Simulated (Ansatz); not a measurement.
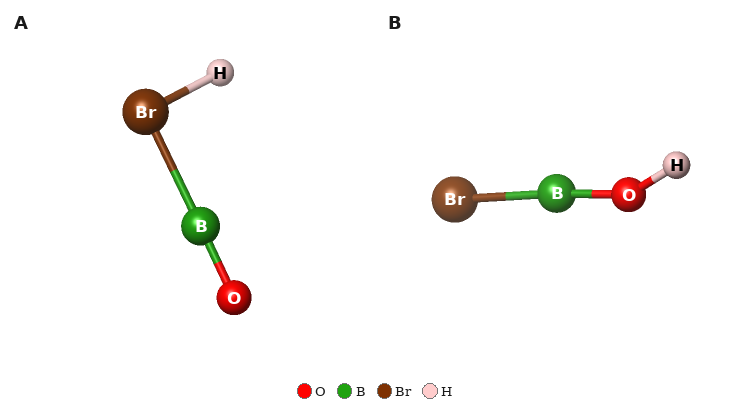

2 stationary structures of one formula. The species has charge +1 and is a spin singlet. Geometries: PBE-D4/def2-SVP. Electronic energies: PBE-D4/def2-SVP (Ansatz 0.2.0), without zero-point energy. No frequency run is at hand to confirm each as a minimum.

Rank them by energy, lowest first.

Answer. B is lowest; A lies 2.280 eV above it.
